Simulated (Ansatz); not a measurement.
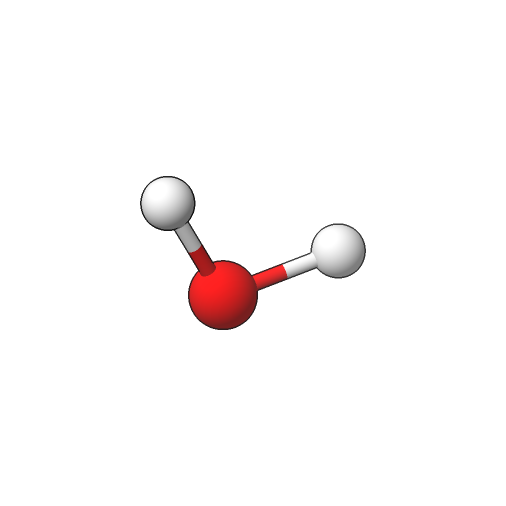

Every bond is drawn as one stick, whatever its order. Colours: hydrogen white, oxygen red.

The geometry was computed by an optimisation with PBE0-D4/def2-TZVP.

**Which formula does it have?**

H2O, 3 atoms: 2 hydrogen and 1 oxygen.

**Which point group does it belong to?**

C2v.

**How many bonds of each kind are drawn?**

2 O–H. Sticks follow a distance rule.

The parts below concern this one geometry. Atoms keep their numbers from picture to picture.

### Vibrations

Harmonic vibrations computed with RKS PBE0-D4/def2-TZVP (Ansatz 0.2.0) at a stationary point of the same level.

**List the wavenumbers.**

3 modes: 1623, 3851, 3959 cm⁻¹.

### Electronic properties

Level of theory: RHF-CCSD(T), frozen core/def2-QZVPP (Ansatz 0.2.0).

**What is the T1 diagnostic?**

0.008.

### Dipole moment

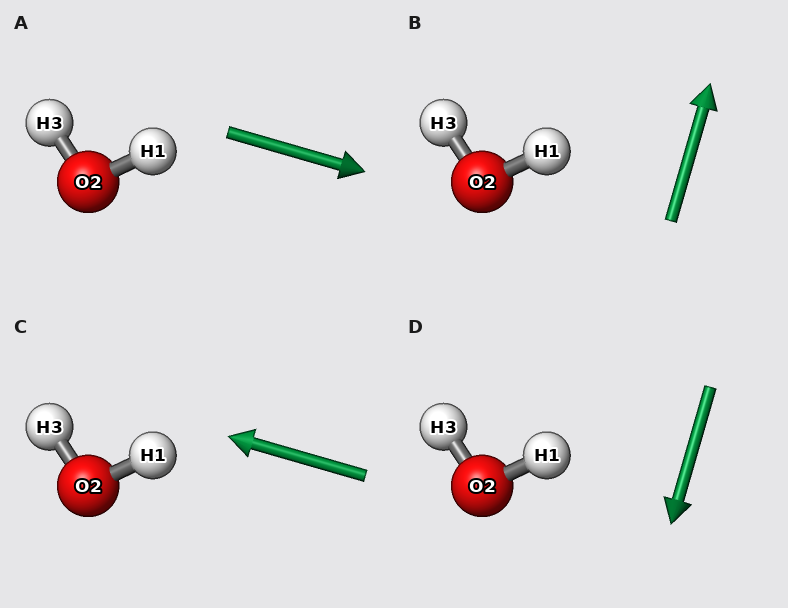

The same molecule four times, each with an arrow. Method: RKS PBE0-D4/def2-TZVP (Ansatz 0.2.0).

**Which arrow points along the dipole moment, from the negative to the positive end?**

B. The dipole moment is 2.07 D; it points from the side of O2 to the side of H1, H3 (the outermost atoms at the two ends).

### Charges

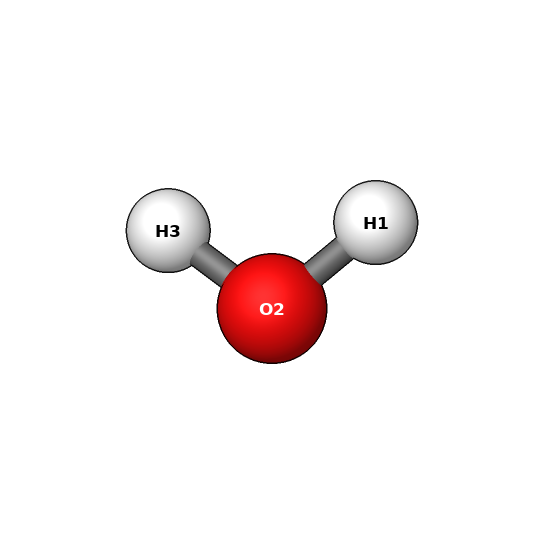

The questions are on Mulliken charges. Properties computed with RKS PBE0-D4/def2-TZVP (Ansatz 0.2.0).

Give the Mulliken charges atom by atom.

| atom | value (e) |
| --- | --- |
| H1 | 0.32 |
| O2 | −0.65 |
| H3 | 0.32 |

Mulliken values depend strongly on the basis set and can even reverse the polarity of a bond.
